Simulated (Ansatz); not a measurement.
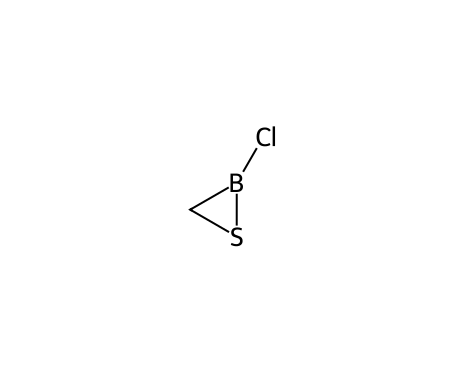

A structural formula.

Transcribe the drawing into SMILES.

Answer. ClB1CS1

Give the formula, hydrogens included.

Answer. CH2BClS.

An optimisation with PBE0-D4/def2-TZVP gave a structure of which point group?

Answer. Cs.

More results for the same structure follow; atom numbers are the same in all pictures, views and colours differ. The computed structure is the end point of a PBE0-D4/def2-TZVP optimisation.

**Dipole moment**

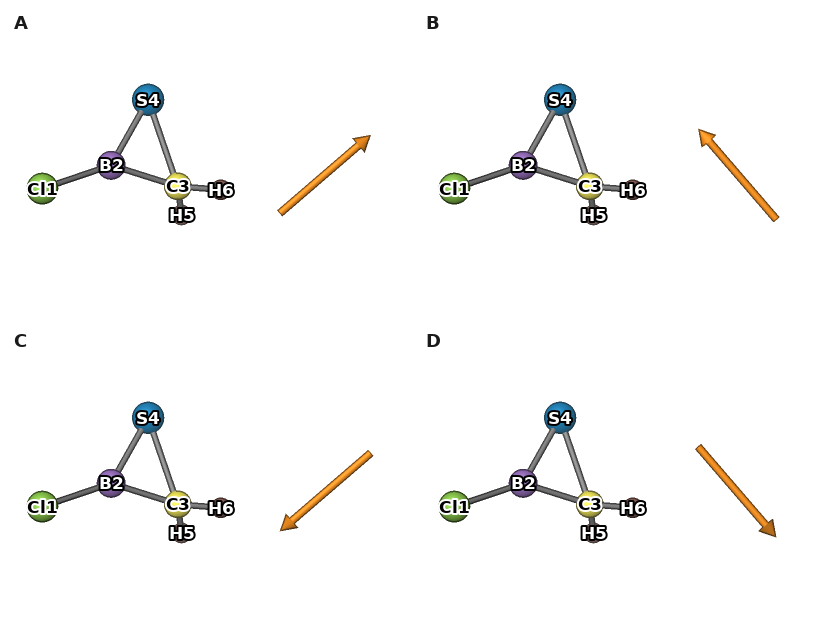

The same molecule four times, each with an arrow. Method: RKS r2SCAN-D4/def2-TZVPP (Ansatz 0.2.0).

Which arrow points along the dipole moment, from the negative to the positive end?

Answer. D. The dipole moment is 1.16 D; it points from the side of Cl1 to the side of H5, H6 (the outermost atoms at the two ends).

**Levels of theory compared**

Program: Ansatz 0.2.0.

At this fixed geometry, give vertical IP (eV), HOMO–LUMO gap (eV) at these levels: B3LYP-D4/def2-TZVPP; PBE-D4/def2-TZVPP; PBE0-D4/def2-TZVPP; r2SCAN-D4/def2-TZVPP; ωB97M-V/def2-TZVPP; ωB97X-V/def2-TZVPP.

| level | vertical IP (eV) | HOMO–LUMO gap (eV) |
| --- | --- | --- |
| B3LYP-D4/def2-TZVPP | 9.91 | 6.17 |
| PBE-D4/def2-TZVPP | 9.78 | 4.49 |
| PBE0-D4/def2-TZVPP | 9.89 | 6.59 |
| r2SCAN-D4/def2-TZVPP | 9.82 | 5.02 |
| ωB97M-V/def2-TZVPP | 9.93 | 10.80 |
| ωB97X-V/def2-TZVPP | 9.96 | 11.11 |

**Thermal motion**

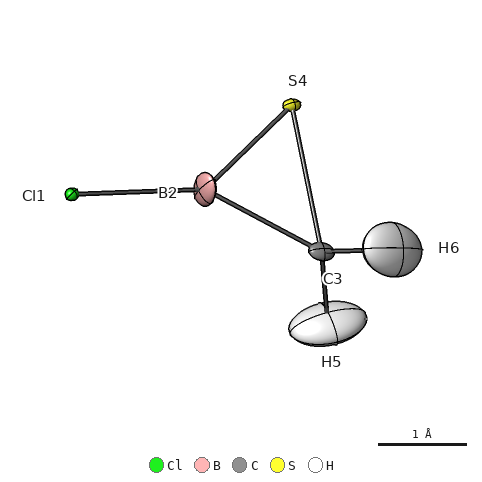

Displacement ellipsoids at the 50 % level, enlarged 1.5 times, from the internal vibrations of the free molecule (harmonic, no overall translation or rotation; no half-axis is drawn under 0.075 Å). Vibrations computed with RKS PBE0-D4/def2-TZVP (Ansatz 0.2.0). Temperature: 600 K.

Which atom moves most?

Answer. H5, H6, with U_eq = 0.0210 Å².

Does H6 move more along its bond or across it?

Answer. Across it: the root-mean-square amplitude is 0.079 Å along the bond and up to 0.197 Å across, since bending and torsion are softer than stretching.

Give the displacement parameters, one line for each set of equivalent atoms.

| atom | U_eq (Å²) | rms amplitudes (Å) |
| --- | --- | --- |
| Cl1 | 0.00080 | 0.016, 0.024, 0.039 |
| B2 | 0.0060 | 0.036, 0.078, 0.102 |
| C3 | 0.0026 | 0.023, 0.051, 0.069 |
| S4 | 0.0010 | 0.009, 0.022, 0.050 |
| H5, H6 | 0.0210 | 0.078, 0.134, 0.197 |
